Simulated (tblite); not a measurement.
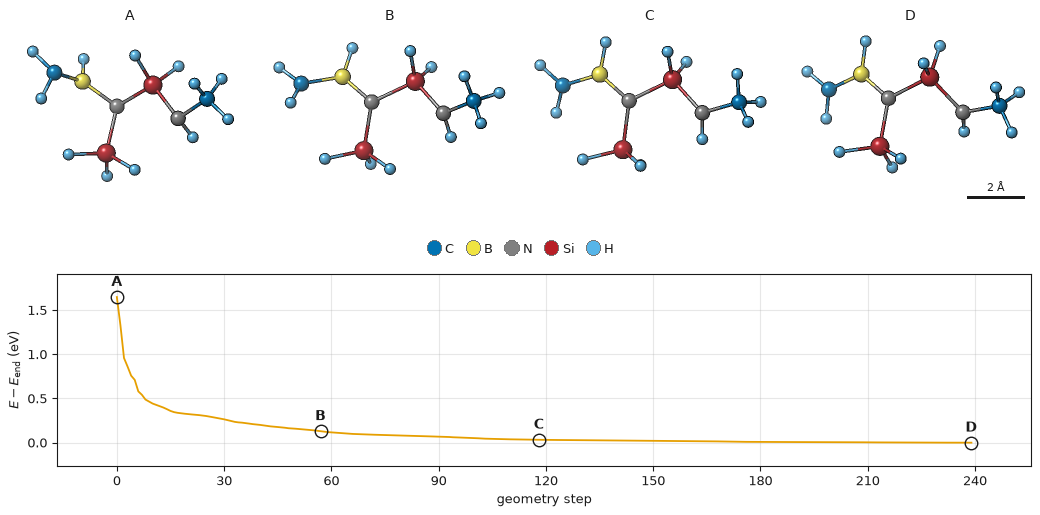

Frames of a relaxation of C₂H₁₂BN₂Si₂ (multiplicity 2), marked on the history of the run. A ball-and-stick model, seen at a tilt.

Computed with GFN2-xTB geometry optimisation, gas phase (tblite 0.8.0). 

Q: What happens along the run?

A: Over 239 geometry steps the energy falls by 1.648 eV. The atom that moves furthest after the best rigid fit is an H atom (2.31 Å). By element the largest moves are H 2.31 Å, C 1.62 Å, N 1.02 Å, Si 0.82 Å, B 0.58 Å. Among the contacts that change: B–N 1.524 → 1.433 Å, B–C 1.588 → 1.504 Å, N–Si 1.788 → 1.715 Å, C–H 1.119 → 1.080 Å. Among the angles between lasting bonds that change: B–C–H 109.6° → 122.7°, Si–N–C 109.8° → 121.8°, B–C–H 112.4° → 123.9°. Cost: 2.1 s on 1 thread of Arm Neoverse V1, on a shared host. From step 0 to 57: an H atom moves most (1.05 Å), energy −1.518 eV. From step 57 to 118: an H atom moves most (1.68 Å), energy −0.097 eV. From step 118 to 239: an H atom moves most (0.88 Å), energy −0.033 eV.
